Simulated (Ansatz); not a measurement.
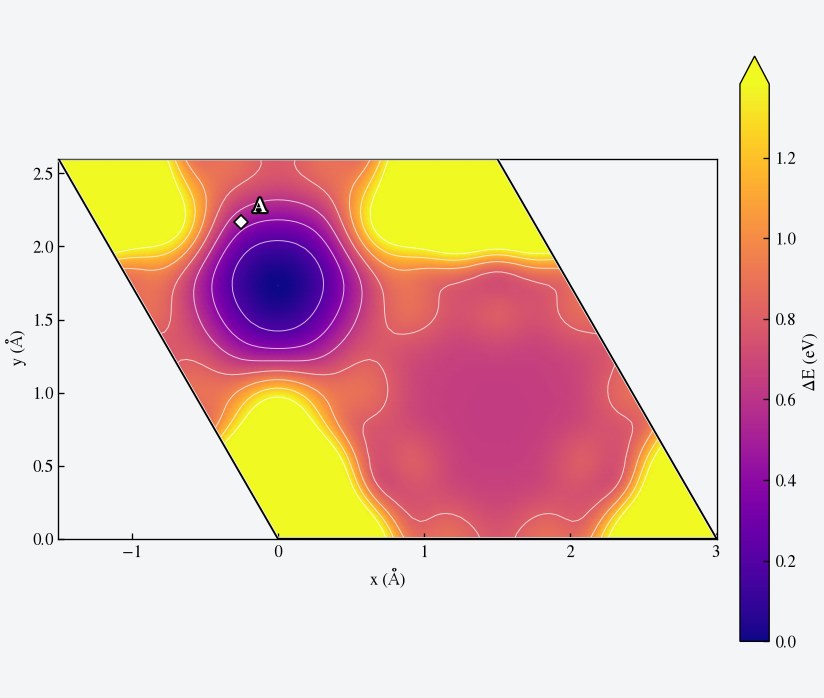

O on a TiN(111) slab cut from the Fm-3m phase, its upper half relaxed before the scan (6 atoms of substrate and one adsorbate in a 1 × 1 cell). 
- O is moved over the surface cell; relaxed at each place: the height of the adsorbate's atoms and the top layer of the substrate; the origin of the map has the adsorbate above Ti6.
- Places are given modulo a cell vector. The map is drawn in real space over the plane of the surface.
- The grid has 6 × 6 points; 12 points were computed and 24 follow by symmetry.
- All energies are given in eV relative to the lowest grid point.
- With one adsorbate in each 1 × 1 cell, its nearest image is 3.0 Å away, so neighbouring adsorbates interact. The runs have no spin polarisation; a magnetic state may lie lower.
- Method: DFT PBE, scalar-relativistic, plane waves, PAW in Ansatz 0.2.0. Settings: cutoff 420 eV, k-mesh 9×9×1, gaussian smearing 0.1 eV, no spin polarisation.

The picture shows a smooth colour map with a few white contour lines, the outline of one cell of the plane, one colour for all values above the top of the scale, the point A. Between grid points the surface is interpolated.

Which way does the force act at A, and how strong is it?

Answer. A, at (2/6, 5/6) of the cell vectors, is not a stationary point. The computed force is 1.7 eV/Å in the plane, pointing down and right in the picture (components 1.0 and −1.4 eV/Å).

PAW datasets: the set soft_1.
